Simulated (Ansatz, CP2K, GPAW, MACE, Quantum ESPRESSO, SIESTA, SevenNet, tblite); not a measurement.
# Which run comes nearest? Random packing of Nb14Si86 (at. %) (102 atoms)

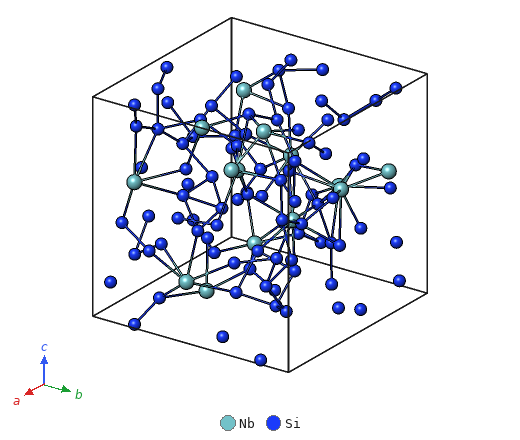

The cell (niobium teal, silicon blue). Bonds to atoms that aren't drawn are left out. Some periodic images of atoms are drawn too.

Density of this cell: 3.17 g/cm³. The cell holds 102 atoms: 14 Nb and 88 Si. Its edges and angles: a = 12.543 Å, b = 12.543 Å, c = 12.543 Å, α = 90.0°, β = 90.0°, γ = 90.0°. 102 atoms (14 Nb, 88 Si) packed at random in a cube at 3.17 g/cm³ and pushed apart as soft spheres; a start for melting by ab initio MD, not an equilibrated structure. Then every atom was moved at random, 0.05 Å r.m.s. a Cartesian component.

Geometry: as built.

The reference, a calculation:

```
method                 : Kohn-Sham DFT, PBE, PAW, plane waves (Ansatz 0.2.0); cutoff 420 eV, Γ point, fermi-dirac smearing of 0.05 eV; PAW set soft_2
r.m.s. force component : 1.424 eV/Å
longest force          : 7.005 eV/Å
pressure               : -1.475 GPa
SCF cycles             : 9
time                   : 29 s on 4 threads of Arm Neoverse V2, shared host
CPU time               : 1.9 min
```

Q: Estimate the differences from the reference, the CPU time and the memory of each run.
- QE PBE, sssp-1.3.0-efficiency, 45/360 Ry (Quantum ESPRESSO 7.5; 4 MPI ranks)
- GPAW PBE, LCAO sz(dzp), h 0.2 Å (GPAW 26.7.0; 1 thread)
- SIESTA PBE, TZP, shift 0.01 Ry, mesh 300 Ry (SIESTA 5.4.2; 4 MPI ranks)
- SIESTA PBE, SZP, shift 0.01 Ry, mesh 300 Ry (SIESTA 5.4.2; 2 MPI ranks)
- QE PBE, sssp-1.3.0-efficiency, 30/240 Ry (Quantum ESPRESSO 7.5; 4 MPI ranks)
- SevenNet l3i5 potential (SevenNet l3i5; 1 thread)
- SIESTA PBE, DZP, shift 0.01 Ry, mesh 300 Ry (SIESTA 5.4.2; 2 MPI ranks)
- CP2K PBE, DZVP-UZH, 600/50 Ry, diagonalisation (CP2K 2026.2; 2 threads)
- GPAW PBE, LCAO dzp, h 0.25 Å (GPAW 26.7.0; 1 thread)
- MACE MP-0b3 medium potential (MACE MP-0b3 medium; 1 thread)

Differences are against the plane-wave reference, forces as r.m.s. over components; share is that over the reference's r.m.s. force, slope the least-squares factor from reference forces to these. Total energies of different programs have different zeros and aren't compared.

| run | Δ force, r.m.s. (meV/Å) | share (%) | slope | Δ pressure (GPa) | cores | CPU time | memory (GiB) |
| --- | --- | --- | --- | --- | --- | --- | --- |
| reference | - | - | - | - | 4 | 1.9 min | 2.4 |
| QE PBE, sssp-1.3.0-efficiency, 45/360 Ry | 5.81 | 0.408 | 1.004 | -0.0474 | 4 | 31 min | 6.8 |
| GPAW PBE, LCAO sz(dzp), h 0.2 Å (coarse) | 910 | 63.9 | 1.516 | - | 1 | 4.3 min | 2.0 |
| SIESTA PBE, TZP, shift 0.01 Ry, mesh 300 Ry | 117 | 8.23 | 1.074 | 0.497 | 4 | 22 min | 3.5 |
| SIESTA PBE, SZP, shift 0.01 Ry, mesh 300 Ry (coarse) | 543 | 38.1 | 1.335 | 4.40 | 2 | 11 min | 2.2 |
| QE PBE, sssp-1.3.0-efficiency, 30/240 Ry (coarse) | 13.7 | 0.964 | 1.004 | -0.934 | 4 | 18 min | 3.7 |
| SevenNet l3i5 potential | 369 | 25.9 | 1.091 | -0.201 | 1 | 9.3 s | 1.3 |
| SIESTA PBE, DZP, shift 0.01 Ry, mesh 300 Ry | 117 | 8.24 | 1.073 | 0.729 | 2 | 15 min | 2.6 |
| CP2K PBE, DZVP-UZH, 600/50 Ry, diagonalisation | 52.1 | 3.66 | 0.979 | -0.388 | 2 | 17 min | 5.0 |
| GPAW PBE, LCAO dzp, h 0.25 Å (coarse) | 107 | 7.49 | 1.065 | - | 1 | 13 min | 1.5 |
| MACE MP-0b3 medium potential | 309 | 21.7 | 0.937 | -1.89 | 1 | 7.8 s | 1 |

Rows marked coarse were listed beforehand as settings not expected to be converged; some can still land near the reference.

Times of the machine-learned potentials are mostly Python's start and the loading of weights.

CPU time is summed over cores on a shared host, where runs went side by side, so it is rough. Symmetry, cutoffs, thresholds, outputs and thread counts weren't matched or tuned between programs; memory under MPI is the largest rank's times the ranks.

PBE on plane waves or a grid with other potentials, cutoffs or grids, coarse settings apart, differs from the reference by 0.41 % (QE PBE, sssp-1.3.0-efficiency, 45/360 Ry) of the r.m.s. force; this holds the reference's own error, so differences of a few per cent don't tell which side is nearer the exact PBE result (QE's 45 Ry are 612 eV, against the reference's 420 eV). The PBE runs in local orbitals, coarse settings apart, differ by 3.7 % (CP2K PBE, DZVP-UZH, 600/50 Ry, diagonalisation) to 8.2 % (SIESTA PBE, DZP, shift 0.01 Ry, mesh 300 Ry); basis, grid and potentials can all enter. Machine-learned potentials differ by 22 % (MACE MP-0b3 medium potential) to 26 % (SevenNet l3i5 potential); they were trained on other programs' data. Runs with settings chosen to be coarse differ by 0.96 % (QE PBE, sssp-1.3.0-efficiency, 30/240 Ry) to 64 % (GPAW PBE, LCAO sz(dzp), h 0.2 Å), their programs' other errors included. Machine-learned potentials mimic data converged in k, so the reference's own k-point error enters their differences. The electronic-structure runs sample only Γ, in a cell whose shortest periodic width is 13 Å, which is coarse for a cell with partly filled levels.

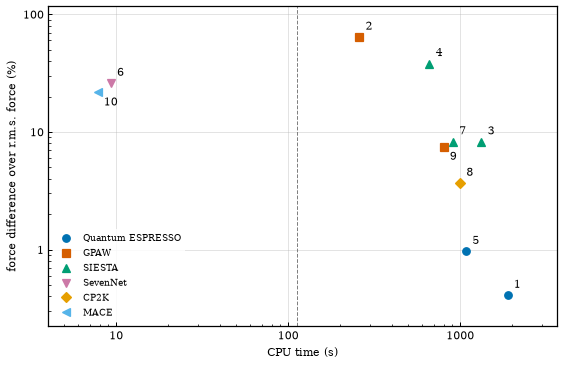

Force difference against CPU time; the dashed line marks the reference's time. Points: 1 QE PBE, sssp-1.3.0-efficiency, 45/360 Ry; 2 GPAW PBE, LCAO sz(dzp), h 0.2 Å; 3 SIESTA PBE, TZP, shift 0.01 Ry, mesh 300 Ry; 4 SIESTA PBE, SZP, shift 0.01 Ry, mesh 300 Ry; 5 QE PBE, sssp-1.3.0-efficiency, 30/240 Ry; 6 SevenNet l3i5 potential; 7 SIESTA PBE, DZP, shift 0.01 Ry, mesh 300 Ry; 8 CP2K PBE, DZVP-UZH, 600/50 Ry, diagonalisation; 9 GPAW PBE, LCAO dzp, h 0.25 Å; 10 MACE MP-0b3 medium potential.

[Logs are printed without paths, hosts, clocks, repeated set-up lines and the standing remarks that a program may print on its own settings, such as how far it seeks lower states.]

[Hosts, paths, dates, database ids (printed as entryN), source tags and the programs' standing remarks are cut or masked in the printed files.]
